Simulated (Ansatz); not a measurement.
# Geometry relaxation, with input and output: BH3O3F (part 2 of 2)

Continued. System: BH3O3F, multiplicity 2. Method: UKS PBE0/def2-SVP (Ansatz 0.2.0). The input holds or restrains some coordinates. It belongs to a series of runs on one base structure; here: pulled along the bonds that form and break, towards end A.

Geometry of the input (Å):
```
B  0.0000  0.0000  0.0000
F  0.0000  0.0000  1.5700
O  1.2211  0.0000  -0.7050
H  1.5209  -0.9519  -0.8599
O  -1.2211  0.0000  -0.7050
H  -1.7308  -0.8467  -0.4965
O  0.0000  0.0000  3.1000
H  -0.5144  -0.8011  3.4371
```

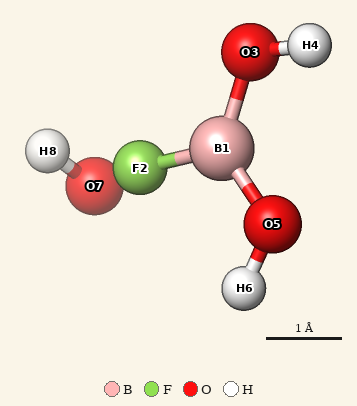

*The geometry at step 12 of the log (ball-and-stick view, seen at an oblique angle; atoms are numbered from 1 in the order of the input).*

Trajectory as extended XYZ, continued
```
8
Properties=species:S:1:pos:R:3:forces:R:3 step=3 energy=-9566.76929
B     0.0005   -0.0117   -0.0595   -0.0079  -0.2437  -2.6764
F    -0.0026   -0.0046    1.2152   -0.0878  -0.0091   2.7518
O     1.2091   -0.0187   -0.6954    0.0320  -0.1245  -0.1697
H     1.5159   -0.9191   -0.8609    0.0463   0.3292  -0.1366
O    -1.2008   -0.0351   -0.7105    0.1497  -0.4798  -0.5012
H    -1.7311   -0.8095   -0.4840   -0.1572   0.4833   0.1911
O     0.0100    0.0158    3.4880   -0.3710  -0.5874   0.5711
H    -0.5253   -0.8168    3.4476    0.3959   0.6320  -0.0301
8
Properties=species:S:1:pos:R:3:forces:R:3 step=4 energy=-9567.12099
B    -0.0185   -0.0959   -0.0730    0.1168   0.6273  -1.3251
F    -0.1874   -0.0798    1.2276   -0.2534  -0.2014   0.9539
O     1.2533    0.0007   -0.5714   -0.2103  -0.7544   0.1500
H     1.5223   -0.8555   -0.9449   -0.0219   0.6426  -0.1564
O    -1.1297   -0.1073   -0.8741    0.1450  -1.1888   0.1814
H    -1.8003   -0.7214   -0.5188    0.1549   0.8316  -0.1094
O     0.1255    0.0112    3.5871   -0.1870  -0.2893   0.3303
H    -0.4895   -0.7518    3.5083    0.2559   0.3323  -0.0248
8
Properties=species:S:1:pos:R:3:forces:R:3 step=5 energy=-9567.33824
B     0.0109   -0.1511   -0.0670   -0.0230   0.2480  -0.5387
F    -0.1861   -0.2793    1.2399   -0.1342  -0.0968   0.3873
O     1.2796   -0.0066   -0.5322    0.0838  -0.7982  -0.1075
H     1.5082   -0.7622   -1.1038   -0.0801   0.7812   0.0340
O    -1.0776   -0.1581   -0.8822   -0.1823  -0.8182   0.2254
H    -1.8194   -0.6187   -0.4471    0.2838   0.6128  -0.2526
O     0.0674    0.0815    3.6175   -0.1134  -0.1381   0.2781
H    -0.5073   -0.7053    3.5156    0.1654   0.2092  -0.0261
8
Properties=species:S:1:pos:R:3:forces:R:3 step=6 energy=-9567.48499
B     0.0607   -0.2077   -0.0536   -0.0491   0.1211  -0.2140
F    -0.0919   -0.3592    1.2634   -0.0214  -0.0087   0.1488
O     1.3089   -0.0519   -0.5528    0.1354  -0.5827  -0.0064
H     1.4786   -0.6692   -1.2784   -0.0794   0.5471  -0.0518
O    -1.0494   -0.2152   -0.8306   -0.0866  -0.4174   0.0234
H    -1.8142   -0.5386   -0.3345    0.0788   0.2588  -0.1411
O    -0.0661    0.1370    3.6457   -0.0721  -0.0267   0.2607
H    -0.5510   -0.6949    3.4815    0.0943   0.1086  -0.0197
8
Properties=species:S:1:pos:R:3:forces:R:3 step=7 energy=-9567.65739
B     0.0845   -0.2657   -0.0254    0.1042   0.1482  -0.3799
F    -0.0726   -0.3208    1.2965   -0.0119  -0.0228   0.0891
O     1.3399   -0.1730   -0.5179    0.0331  -0.5058  -0.1527
H     1.4197   -0.5341   -1.4136   -0.1247   0.4461   0.2487
O    -1.0094   -0.2893   -0.8266   -0.0172  -0.2613   0.0028
H    -1.8133   -0.4855   -0.3330    0.0055   0.1181  -0.0542
O    -0.1323    0.1641    3.6870   -0.0491   0.0292   0.2675
H    -0.5407   -0.6954    3.4737    0.0601   0.0483  -0.0212
8
Properties=species:S:1:pos:R:3:forces:R:3 step=8 energy=-9567.73586
B     0.0775   -0.3187   -0.0060    0.2053  -0.4713  -0.2922
F    -0.1247   -0.3234    1.3087   -0.1583   0.0497   0.0654
O     1.3561   -0.3408   -0.4449   -0.3333   0.1597  -0.1867
H     1.3352   -0.3529   -1.4090    0.2468  -0.0094   0.0038
O    -0.9668   -0.3943   -0.8746   -0.0223   0.1922   0.2540
H    -1.8186   -0.3745   -0.4226    0.0606  -0.0034  -0.0841
O    -0.2092    0.2241    3.6875   -0.0451   0.0255   0.2594
H    -0.3738   -0.7191    3.5016    0.0462   0.0572  -0.0196
8
Properties=species:S:1:pos:R:3:forces:R:3 step=9 energy=-9567.77118
B     0.0479   -0.3909    0.0029   -0.0335   0.0777  -0.4797
F    -0.1995   -0.5089    1.3067    0.0059  -0.1622   0.0400
O     1.3306   -0.3690   -0.4070    0.0571  -0.0385   0.0742
H     1.4074   -0.2985   -1.3634   -0.0235   0.0206   0.0098
O    -0.9862   -0.3031   -0.8751    0.1166  -0.0295   0.1571
H    -1.8316   -0.3354   -0.4180   -0.1158   0.0230  -0.0464
O    -0.3099    0.2825    3.6120   -0.0254   0.0083   0.2436
H    -0.1830   -0.6764    3.4826    0.0186   0.1006   0.0013
8
Properties=species:S:1:pos:R:3:forces:R:3 step=10 energy=-9567.78875
B     0.0187   -0.4408    0.0074    0.1421   0.0515  -0.2316
F    -0.2659   -0.6880    1.2854   -0.0200  -0.2064   0.0882
O     1.3190   -0.4069   -0.3544   -0.1019  -0.0136   0.0099
H     1.4246   -0.2277   -1.2939    0.0054   0.0096   0.0070
O    -0.9857   -0.2475   -0.8807   -0.0310   0.0294  -0.0295
H    -1.8541   -0.2836   -0.4662    0.0163   0.0033  -0.0238
O    -0.3676    0.3018    3.5120   -0.0063   0.0555   0.2247
H    -0.0133   -0.6071    3.5312   -0.0044   0.0708  -0.0449
8
Properties=species:S:1:pos:R:3:forces:R:3 step=11 energy=-9567.78105 accepted=F
B     0.0019   -0.4911    0.0306   -0.0542   0.0268  -0.0766
F    -0.3005   -0.8799    1.2805    0.0228  -0.1015  -0.3762
O     1.3082   -0.4479   -0.3105   -0.0791   0.1044  -0.3247
H     1.4347   -0.1645   -1.2295   -0.0734  -0.1075   0.3917
O    -0.9858   -0.1744   -0.8510    0.4439  -0.0462   0.1361
H    -1.8598   -0.2396   -0.4650   -0.2454  -0.0110   0.1085
O    -0.4452    0.3161    3.4188    0.8643  -1.1788   0.2556
H     0.1222   -0.5184    3.4669   -0.8789   1.3138  -0.1143
8
Properties=species:S:1:pos:R:3:forces:R:3 step=12 energy=-9567.79906
B     0.0140   -0.4643    0.0283    0.0804   0.0732  -0.2885
F    -0.2730   -0.7827    1.2918   -0.0429  -0.2202  -0.0021
O     1.3140   -0.4203   -0.3297   -0.0492  -0.0055  -0.0034
H     1.4255   -0.1916   -1.2582   -0.0108   0.0033   0.0428
O    -0.9855   -0.2140   -0.8541    0.1875   0.0071   0.0029
H    -1.8541   -0.2754   -0.4512   -0.1607   0.0026   0.0538
O    -0.3638    0.3235    3.4648   -0.1291   0.3780   0.2154
H    -0.0013   -0.5748    3.4490    0.1248  -0.2385  -0.0209
8
Properties=species:S:1:pos:R:3:forces:R:3 step=13 energy=-9567.81125
B     0.0089   -0.4909    0.0438    0.0207   0.0859  -0.2369
F    -0.2840   -0.8796    1.2892   -0.0547  -0.2146  -0.1189
O     1.3103   -0.4364   -0.3051   -0.0148   0.0452  -0.1505
H     1.4257   -0.1512   -1.2206   -0.0242  -0.0470   0.1865
O    -0.9831   -0.1825   -0.8311    0.0754  -0.0339   0.1407
H    -1.8593   -0.2603   -0.4402   -0.0018   0.0139  -0.0051
O    -0.3670    0.3458    3.4031   -0.0556   0.2031   0.1923
H     0.0242   -0.5447    3.4016    0.0551  -0.0527  -0.0082
8
Properties=species:S:1:pos:R:3:forces:R:3 step=14 energy=-9567.82711
B    -0.0001   -0.5309    0.0682   -0.0887   0.1084  -0.1648
F    -0.3050   -1.0240    1.2783   -0.0458  -0.1697  -0.3098
O     1.3042   -0.4626   -0.2663    0.0189   0.1206  -0.2934
H     1.4262   -0.0962   -1.1552   -0.0419  -0.1290   0.3381
O    -0.9796   -0.1334   -0.7897    0.0366  -0.1245   0.3235
H    -1.8636   -0.2306   -0.4148    0.1200   0.0282  -0.0503
O    -0.3993    0.3645    3.2937    0.2057  -0.2468   0.1807
H     0.0929   -0.4866    3.3265   -0.2047   0.4126  -0.0241
8
Properties=species:S:1:pos:R:3:forces:R:3 step=15 energy=-9567.85673
B    -0.0168   -0.5684    0.1035    0.0280   0.1210  -0.2204
F    -0.3476   -1.1907    1.2386   -0.0648  -0.2784  -0.0215
O     1.2936   -0.4659   -0.1976    0.0082   0.0153  -0.1021
H     1.4294   -0.0317   -1.0482   -0.0089  -0.0257   0.1398
O    -0.9796   -0.0929   -0.7259   -0.0109  -0.0087   0.1111
H    -1.8680   -0.2069   -0.3718    0.0421  -0.0008  -0.0154
O    -0.3690    0.3920    3.0980    0.0900  -0.0204   0.1655
H     0.1338   -0.4352    3.2441   -0.0836   0.1977  -0.0571
8
Properties=species:S:1:pos:R:3:forces:R:3 step=16 energy=-9567.88203
B    -0.0363   -0.6062    0.1300    0.0817   0.2979  -0.1353
F    -0.3866   -1.3096    1.2076   -0.1227  -0.4344   0.0422
O     1.2804   -0.4972   -0.1403    0.0046  -0.0323   0.0019
H     1.4375    0.0315   -0.9279    0.0178   0.0231  -0.0193
O    -0.9811   -0.0393   -0.6597    0.0059  -0.0749   0.0047
H    -1.8756   -0.2038   -0.3451    0.0030   0.0358   0.0191
O    -0.3632    0.3995    2.9444    0.0125   0.1379   0.1273
H     0.2006   -0.3747    3.1318   -0.0028   0.0469  -0.0405
8
Properties=species:S:1:pos:R:3:forces:R:3 step=17 energy=-9567.90959
B    -0.0489   -0.6123    0.1928   -0.1339  -0.4028  -0.1571
F    -0.4213   -1.4692    1.1662    0.0250   0.0773  -0.2573
O     1.2710   -0.5301   -0.0773    0.0884   0.4173  -0.1839
H     1.4462    0.0823   -0.8095   -0.0818  -0.2663   0.3292
O    -0.9793    0.0130   -0.5738    0.0209  -0.0485   0.2293
H    -1.8789   -0.1846   -0.2906    0.0590   0.0691   0.0062
O    -0.3887    0.3990    2.7641    0.2885  -0.1246   0.1367
H     0.2756   -0.2976    2.9689   -0.2662   0.2785  -0.1029
8
Properties=species:S:1:pos:R:3:forces:R:3 step=18 energy=-9567.93116
B    -0.0632   -0.6358    0.2231    0.0033   0.0709  -0.1288
F    -0.4446   -1.5456    1.1321   -0.0841  -0.2311  -0.0273
O     1.2615   -0.5062   -0.0017    0.0931   0.1327  -0.1833
H     1.4380    0.1120   -0.7232   -0.0431  -0.1059   0.2113
O    -0.9845    0.0345   -0.5139   -0.0343  -0.0864   0.0563
H    -1.8872   -0.1849   -0.2600    0.0502   0.0538   0.0048
O    -0.3155    0.4220    2.5794    0.1632  -0.0619   0.1969
H     0.2711   -0.2957    2.9048   -0.1484   0.2279  -0.1298
8
Properties=species:S:1:pos:R:3:forces:R:3 step=19 energy=-9567.90225 accepted=F
B    -0.0717   -0.6535    0.2455   -0.0585   0.3541  -0.4301
F    -0.4702   -1.5804    1.1132   -0.1344  -0.5437   0.2404
O     1.2577   -0.5273    0.0382    0.1013   0.1081  -0.0546
H     1.4464    0.1213   -0.6503   -0.0296  -0.0574   0.1224
O    -0.9785    0.0474   -0.4816    0.0123  -0.0727  -0.0218
H    -1.8858   -0.1602   -0.2350    0.0507   0.0475   0.0179
O    -0.4037    0.3781    2.5496    1.2644  -0.7746   0.4168
H     0.3814   -0.2250    2.7612   -1.2062   0.9387  -0.2910
8
Properties=species:S:1:pos:R:3:forces:R:3 step=20 energy=-9567.93815
B    -0.0815   -0.6459    0.2336    0.0744   0.1286  -0.2321
F    -0.4790   -1.5630    1.1232   -0.0982  -0.3179   0.0627
O     1.2490   -0.5092    0.0371    0.0413   0.0801  -0.0649
H     1.4394    0.1380   -0.6521   -0.0345  -0.0674   0.1111
O    -0.9878    0.0201   -0.5245   -0.0261  -0.0162   0.0472
H    -1.8951   -0.1782   -0.2715    0.0277   0.0266  -0.0005
O    -0.3085    0.4078    2.5539    0.1123   0.0319   0.1528
H     0.3393   -0.2693    2.8410   -0.0968   0.1343  -0.0763
8
Properties=species:S:1:pos:R:3:forces:R:3 step=21 energy=-9567.93917
B    -0.0723   -0.6649    0.2340    0.0196   0.2702  -0.3133
F    -0.4695   -1.5890    1.1107   -0.0846  -0.4287   0.1585
O     1.2581   -0.5297    0.0287   -0.0140   0.0019   0.0466
H     1.4422    0.1422   -0.6348   -0.0014   0.0035   0.0104
O    -0.9812    0.0243   -0.5001    0.0583   0.0075  -0.0150
H    -1.8863   -0.1441   -0.2232   -0.0122  -0.0047   0.0168
O    -0.3650    0.3860    2.5345   -0.0514   0.2109   0.0633
H     0.3498   -0.2245    2.7911    0.0855  -0.0605   0.0328
```

Key numbers

| quantity | value |
| --- | --- |
| outcome | converged under the restraints of the input |
| total energy | −9567.9392 eV |
| mean-field energy | −9567.9392 eV |
| ⟨S²⟩ | 0.752 |
| largest force (length of the vector) at the end, held atoms and coordinates included | 0.465 eV/Å |
| wall time | 93 s (CPU time 3 min) |
| peak memory | 0.24 GiB |
